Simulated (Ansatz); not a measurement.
Consider Ga7H20P6 (charge −1).

The calculation's input:

```
crystal:
  periodic: [false, false, false]
  atoms:
    - {symbol: Ga, position_ang: [0.777692, -3.614787, 0.734432]}
    - {symbol: Ga, position_ang: [-2.842237, 2.842398, -1.715271]}
    - {symbol: Ga, position_ang: [0.665041, -0.663808, -2.294440]}
    - {symbol: Ga, position_ang: [-2.009938, -0.840582, 0.432912]}
    - {symbol: Ga, position_ang: [0.549041, -0.551000, 3.414966]}
    - {symbol: Ga, position_ang: [0.839788, 2.009919, 0.434396]}
    - {symbol: Ga, position_ang: [3.614437, -0.777271, 0.736008]}
    - {symbol: P, position_ang: [-3.106509, 0.478936, -1.322299]}
    - {symbol: P, position_ang: [-0.448692, -2.138965, -0.756996]}
    - {symbol: P, position_ang: [1.921091, -1.921796, 1.996111]}
    - {symbol: P, position_ang: [-0.478997, 3.106946, -1.321158]}
    - {symbol: P, position_ang: [2.139083, 0.449555, -0.755584]}
    - {symbol: P, position_ang: [-0.661579, 0.660571, 1.679067]}
    - {symbol: H, position_ang: [1.807295, -4.450104, -0.142958]}
    - {symbol: H, position_ang: [-0.302304, -4.363828, 1.632563]}
    - {symbol: H, position_ang: [-3.559252, 3.560171, -0.493207]}
    - {symbol: H, position_ang: [-3.198834, 3.200138, -3.217519]}
    - {symbol: H, position_ang: [1.462961, -1.460499, -3.409884]}
    - {symbol: H, position_ang: [-0.420367, 0.422122, -2.769000]}
    - {symbol: H, position_ang: [-3.172546, -1.524794, 1.258987]}
    - {symbol: H, position_ang: [-0.517506, -1.436397, 4.194019]}
    - {symbol: H, position_ang: [1.433808, 0.515065, 4.195393]}
    - {symbol: H, position_ang: [1.523292, 3.172525, 1.261084]}
    - {symbol: H, position_ang: [4.450649, -1.805888, -0.141679]}
    - {symbol: H, position_ang: [4.362572, 0.302735, 1.634890]}
    - {symbol: H, position_ang: [-2.992194, -0.212304, -2.567197]}
    - {symbol: H, position_ang: [-4.518973, 0.309551, -1.137376]}
    - {symbol: H, position_ang: [-1.298406, -2.963497, -1.567780]}
    - {symbol: H, position_ang: [2.680391, -2.681263, 2.948162]}
    - {symbol: H, position_ang: [0.212412, 2.992719, -2.565946]}
    - {symbol: H, position_ang: [-0.309364, 4.519349, -1.135936]}
    - {symbol: H, position_ang: [2.963941, 1.299837, -1.565452]}
    - {symbol: H, position_ang: [-1.565806, 1.564275, 2.326705]}
basis:
  gaussian: {orbitals: def2-TZVP, fitting: {mean_field: def2-universal-jkfit}, initial_orbitals: start.molden}
total_charge: -1
hamiltonian: {xc: pbe0, dispersion: d4}
scf: {omitted_lower_state_checks: [starts]}
output: {orbitals: {seedname: orbitals}}
```

Command:

```sh
ansatz run in.yaml --threads 2 --pin off --events-out ev --progress --plain --max-ram 32768MiB --backend cuda --devices 0, --max-vram 18GiB
```

Geometry: PBE-D4/def2-SVP.

These are results of Ansatz, RKS PBE0-D4/def2-TZVP, not measurements.

What can the converged electron density and electron localisation function tell about the bonding?

P–H (1.44 Å): the density is about 1 e/Å³ at the midpoint; the ELF climbs to about 1 towards the hydrogen, as it does in any bond to H.
Ga–P (2.40 Å): ρ is about 0.52 e/Å³ halfway; the ELF peaks at about 0.95 between the atoms: a covalent bond.
Ga–P (2.44 Å): the density is about 0.48 e/Å³ at the midpoint; the ELF peaks at about 0.95 between the atoms, as expected for a shared electron pair.
Ga–H (1.59 Å): ρ at the midpoint is about 0.92 e/Å³; the ELF climbs to about 1 towards the hydrogen.

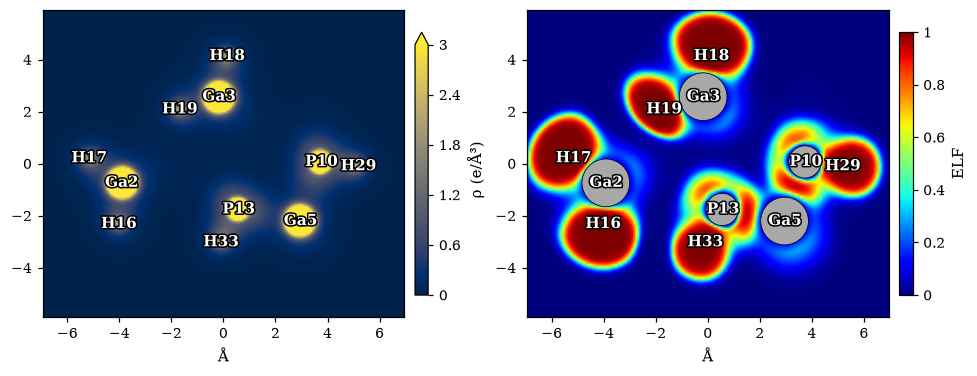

Computed electron density and electron localisation function on the plane of atoms Ga5, P10 and H29, in this order. Grey discs cover the atomic cores in the ELF map. 
